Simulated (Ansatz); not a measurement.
**wB97X/6-31G run of NH3 (ammonia)**

Aim: the electronic atomisation energy of NH3 (ammonia) at wB97X/6-31G, from 3 runs. 

The calculation is run with Ansatz 0.2.0.

68 further runs of the same task are left out: 68 set aside as unsound or not needed.

## (1) The molecule

NH3: 4 atoms, total charge 0, spin state singlet. SMILES: `N`. The coordinates come from a GFN2-xTB relaxation.

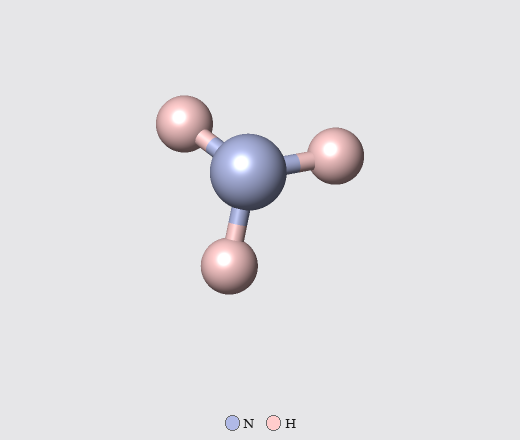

Viewed from a chosen angle; nitrogen light blue, hydrogen pink.

## (2) The energy at wB97X/6-31G

Input file input.yaml:

```yaml
crystal:
  periodic: [false, false, false]
  atoms:
    - symbol: N
      position_ang: [-0.068160, 0.242830, 0.108060]
    - symbol: H
      position_ang: [0.491930, -0.300470, 0.753380]
    - symbol: H
      position_ang: [-0.891960, -0.300620, -0.118350]
    - symbol: H
      position_ang: [0.468190, 0.358250, -0.743090]
basis:
  gaussian: {orbitals: 6-31G}
hamiltonian: {xc: {name: wB97X}}
accuracy: high
```

Run with:

```
$ ansatz run input.yaml --threads 1 --pin off --max-ram 2610MiB --events-out events.jsonl --progress --plain --runs-dir runs
```

Standard output:

```text
Warning: RAYON_NUM_THREADS=1 ignored (pool sized by the plan → 1); use --threads N
Functional definition: wB97X
  name "wB97X"
  parameter omega = 0.3/bohr
  parameter cx = 0.157706
  parameter cx1 = 0.726479
  parameter cx2 = 1.04760
  parameter cx3 = -5.70635
  parameter cx4 = 13.2794
  parameter css1 = -4.33879
  parameter css2 = 18.2308
  parameter css3 = -31.7430
  parameter css4 = 17.2901
  parameter cos1 = 2.37031
  parameter cos2 = -11.3995
  parameter cos3 = 6.58405
  parameter cos4 = -3.78132
  exchange = spin_sum(e_x_unif_sr(omega)*poly(b97_u_x, 1 - cx, cx1, cx2, cx3, cx4)) + cx*exact_x_sr(omega)
      + exact_x_lr(omega)
  correlation = spin_sum(e_c_pw_same_spin*poly(b97_u_same, 1, css1, css2, css3, css4))
      + integral(e_c_pw_opposite_spin*poly(b97_u_opposite, 1, cos1, cos2, cos3, cos4))
350 factors; integrals over basis functions are off by at most 3.7e-9 eV
132 factors; integrals over basis functions are off by at most 2.1e-9 eV
mean field evaluation 1: about -1535.0428 eV, gradient 3.7e1 eV
mean field evaluation 2: about -1535.9083 eV, gradient 3.0e1 eV
mean field evaluation 4: about -1537.7268 eV, gradient 7.9e-2 eV
mean field evaluation 8: about -1537.7205 eV, gradient 4.3e-4 eV
mean field evaluation 16: about -1537.7205 eV, gradient 1.9e-8 eV
mean field -1537.72048479 eV, -56.5101855116 hartree, gradient 1.9e-8 eV, S^2 0.000000; 0 other end points of the search recorded, 0 dependent functions left out
reference -1537.72048350 eV, -56.5101854644 hartree; 5, 5 occupied and 10, 10 virtual orbitals, 350 factors
Total energy: -1537.72048350 eV, -56.5101854644 hartree
```

Run time: 0.8 s. Hardware: 1 thread of AMD EPYC 9R45 (Zen 5), shared host; peak memory 0.17 GiB.

## (3) The H atom

Input file run.yaml:

```yaml
crystal:
  periodic: [false, false, false]
  atoms:
    - {symbol: H, position_ang: [0.000000, 0.000000, 0.000000]}
basis:
  gaussian:
    orbitals: 6-31G
magnetization:
  spin_polarized: true
  initial_magnetization: 1
hamiltonian:
  xc: {name: wB97X}
accuracy: high
```

Run with:

```
$ ansatz run run.yaml --threads 1 --pin off --max-ram 2610MiB --events-out events.jsonl --progress --plain --runs-dir runs
```

Standard output, cut to the lines that bear on the results:

```text
Warning: RAYON_NUM_THREADS=1 ignored (pool sized by the plan → 1); use --threads N
Functional definition: wB97X
  name "wB97X"
[...]
      + exact_x_lr(omega)
[...]
      + integral(e_c_pw_opposite_spin*poly(b97_u_opposite, 1, cos1, cos2, cos3, cos4))
3 factors; integrals over basis functions are off by at most 5.4e-10 eV
3 factors; integrals over basis functions are off by at most 5.2e-10 eV
[...]
mean field -13.58722251 eV, -0.4993212176 hartree, gradient 4.4e-9 eV, S^2 0.750000; 0 other end points of the search recorded, 0 dependent functions left out
reference -13.58722266 eV, -0.4993212230 hartree; 1, 0 occupied and 1, 2 virtual orbitals, 3 factors
Total energy: -13.58722266 eV, -0.4993212230 hartree
```

It took 0.18 s on 1 thread of AMD EPYC 9R45 (Zen 5), shared host.

## (4) The N atom, same level

Input file input.yaml:

```yaml
crystal:
  periodic: [false, false, false]
  atoms:
    - symbol: N
      position_ang: [0.000000, 0.000000, 0.000000]
basis:
  gaussian:
    orbitals: 6-31G
hamiltonian:
  xc: {name: wB97X}
total_charge: 0
accuracy: high
magnetization:
  spin_polarized: true
  initial_magnetization: 3
```

Run the same way, it converges to -54.57213 Eh (log not shown).

## (5) Results

Level: wB97X/6-31G.

```
                     quantity         value
       molecule: total energy  -56.51019 Eh
         H atom: total energy   -0.49932 Eh
                 H atom: ⟨S²⟩         0.750
         N atom: total energy  -54.57213 Eh
                 N atom: ⟨S²⟩         3.755
electronic atomisation energy     11.976 eV
```

What this shows: Taking the molecule apart into free atoms costs 11.98 eV (276 kcal/mol), before zero-point energy and without spin-orbit coupling. The basis has no polarisation functions, which makes bonds too weak.
